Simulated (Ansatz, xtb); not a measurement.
## Ligand exchange: SnH3Cl + GeH3(SH) → SnH3(SH) + GeH3Cl

Species: SnH3Cl `[Cl][SnH3]`, singlet; GeH3(SH), singlet; SnH3(SH), singlet; GeH3Cl (chlorogermane) `[Cl][GeH3]`, singlet. The partners trade Cl for SH: Sn–Cl and Ge–SH bonds give way to Sn–SH and Ge–Cl.

Shapes, held fixed at every level: PBE0-D4/def2-TZVP. Programs: Ansatz 0.2.0, xtb 6.7.1, xtb 6.7.1 later snapshot. The zero-point and thermal change to 298 K, harmonic and unscaled (PBE0-D4/def2-TZVP), is -0.1 kJ/mol.

| level | kind | ΔH(298 K) (kJ/mol) | less CCSD(T)/def2-TZVPP |
| --- | --- | --- | --- |
| GFN2-xTB | semi-empirical | -18.4 | -21.7 |
| HF/def2-TZVPP | Hartree–Fock | +5.1 | +1.8 |
| r2SCAN-D4/def2-TZVPP | meta-GGA | +5.4 | +2.1 |
| r2SCAN0-D4/def2-TZVPP | global hybrid | +5.0 | +1.7 |
| B2PLYP/def2-TZVPP | double hybrid | +4.2 | +0.9 |
| MP2/def2-TZVPP | perturbation theory | +2.4 | -0.9 |
| CCSD(T)/def2-SVP | coupled cluster or CI | +4.6 | +1.3 |
| CCSD/def2-SVP | coupled cluster or CI | +4.8 | +1.5 |
| CCSD(T)/def2-TZVPP | coupled cluster or CI | +3.3 | 0.0 |

The highest level, CCSD(T)/def2-TZVPP, gives ΔH(298 K) = +3.3 kJ/mol; the levels span -18.4 to +5.4. That is about zero within the method's error. They disagree on the sign: 8 of 9 are positive. The column of differences is taken from that level and isn't an error. No measured value is set beside it here. For atoms past krypton def2 sets carry core potentials with scalar relativity. Relativity is left out for Ge. Outer-core shells of Ge, Sn are correlated in most correlated rows, in sets that cover them unevenly.

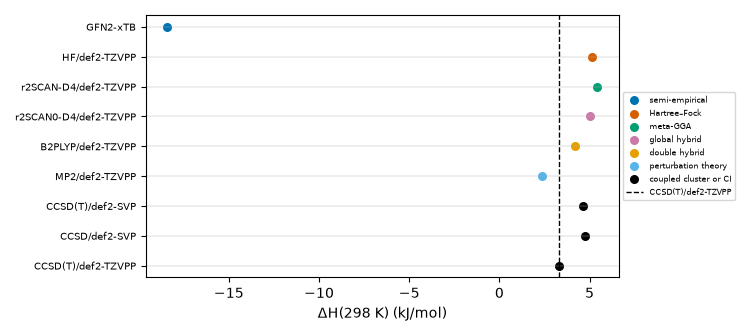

The values of the table, level by level.
